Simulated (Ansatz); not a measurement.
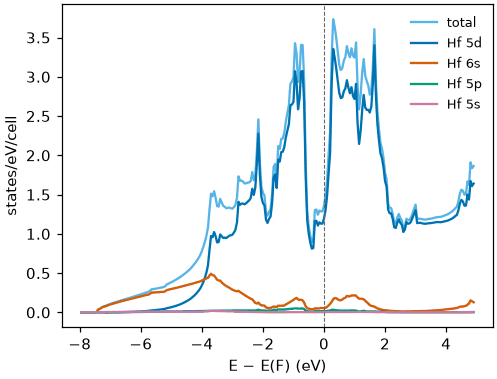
Fig. 1. Total and projected density of states of Hf (hcp (Mg type), P6_3/mmc), DFT-PBE+D3(BJ) in the program Ansatz with PAW potentials

**Question.** Which orbitals carry the states next to the Fermi level?

**Answer.** Within 0.5 eV of the Fermi level: Hf 5d 89 %, outside the projected shells 5 %. Projections are on Löwdin-orthogonalised atomic valence shells; empty p or d shells of many metals are not among them.

**Question.** Where is the tallest occupied peak in this window, and what makes it?

**Answer.** Near -0.9 eV, about 3.4 states/eV per cell; the largest projected share is Hf 5d.

The cell was relaxed with PBE+D3(BJ) under the symmetry of its start. The run is not spin-polarised. The pairwise dispersion correction was not fitted to metals. Spin–orbit coupling is left out wherever it is not named.

Potentials: the earlier of the program's two PAW sets.
